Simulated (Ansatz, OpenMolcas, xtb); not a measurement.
# A ladder of methods for C2H3Br (vinyl bromide)

C2H3Br has 6 atoms, charge 0, and is taken as a singlet. SMILES: `C=CBr`. The coordinates come from a PBE0-D4/def2-TZVP relaxation.

Each level gives the atomisation enthalpy at 298 K (kJ/mol). The values are calculated. The thermal term (zero-point and 298 K enthalpy, harmonic and unscaled) is that of PBE0-D4/def2-TZVP; the spin-orbit lowering of the free atoms at 298 K, 14.7 kJ/mol by their spectra, is taken off.

**What was measured.** Active Thermochemical Tables gives the atomisation enthalpy at 298 K of the gas as 2126 kJ/mol.

```json
{"level": "GFN0-xTB", "kind": "semi-empirical", "program": "xtb", "value (kJ/mol)": "2101", "computed − measured": "-25", "CPU time (all runs)": "under 2 s"}
{"level": "HF/aug-cc-pVDZ", "kind": "Hartree–Fock", "program": "OpenMolcas", "value (kJ/mol)": "1488", "computed − measured": "-638", "CPU time (all runs)": "22 s"}
{"level": "SVWN5/aug-cc-pVDZ", "kind": "LDA", "program": "OpenMolcas", "value (kJ/mol)": "2420", "computed − measured": "+294", "CPU time (all runs)": "43 s"}
{"level": "revPBE/aug-cc-pVDZ", "kind": "GGA", "program": "OpenMolcas", "value (kJ/mol)": "2069", "computed − measured": "-57", "CPU time (all runs)": "58 s"}
{"level": "r2SCAN/aug-cc-pVDZ", "kind": "meta-GGA", "program": "OpenMolcas", "value (kJ/mol)": "2098", "computed − measured": "-28", "CPU time (all runs)": "82 s"}
{"level": "M06-2X/aug-cc-pVDZ", "kind": "hybrid meta-GGA", "program": "OpenMolcas", "value (kJ/mol)": "2076", "computed − measured": "-50", "CPU time (all runs)": "70 s"}
```

Nearest: GFN0-xTB (-25 kJ/mol); farthest: HF/aug-cc-pVDZ (-638 kJ/mol). Computed less measured by kind, in kJ/mol (aug-cc-pVDZ rows): semi-empirical -25; Hartree–Fock -638; LDA +294; GGA -57; meta-GGA -28; global hybrid -50. All-electron rows without a relativistic Hamiltonian named are non-relativistic. The xTB rows lack spin polarisation, so open shells miss the exchange term that lowers them. CPU times are rough (shared hosts, several kinds of processor): they show what a rung costs within a factor of a few.

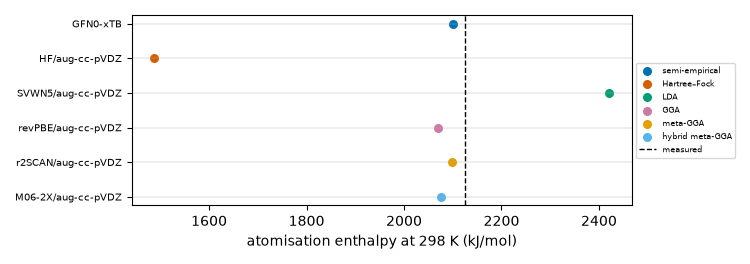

The values of the table, level by level.
